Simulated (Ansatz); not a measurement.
These are PBE (plane waves to 420 eV, PAW; Ansatz, a first-principles code) values and carry that method's errors.

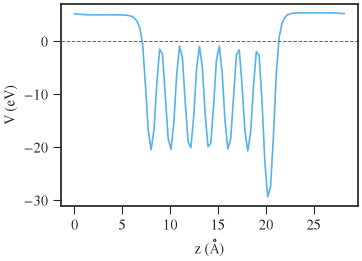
Fig. 1. Plane-averaged electrostatic potential energy along the normal, in eV from the Fermi level, for a constructed model of the (0001) surface of hcp Co, ferromagnetic, a pseudomorphic layer of Ir in the host's stacking (bottom of the slab: a bare face, its two planes held)

Model: 7-atom slab, 12.5 Å thick at the start with caps and adatoms (thin: gaps and levels are the slab's own), 17x17x1 mesh, Fermi-Dirac 0.1 eV, dipole correction, 2 atoms held, the rest relaxed; start symmetry kept, larger cells not searched; spin-polarised, ending with about 10.2 μB a cell; orders that need a larger cell were not tried, no spin-orbit, no U. In PBE it is, or lies within 0.01 eV a 1x1 cell of, the lowest of the 2 structures of its composition computed so far; subsurface sites and larger cells were not tried.

The vacuum level lies 5.39 eV above the Fermi level over the top face and 5.01 eV above it under the bottom face.
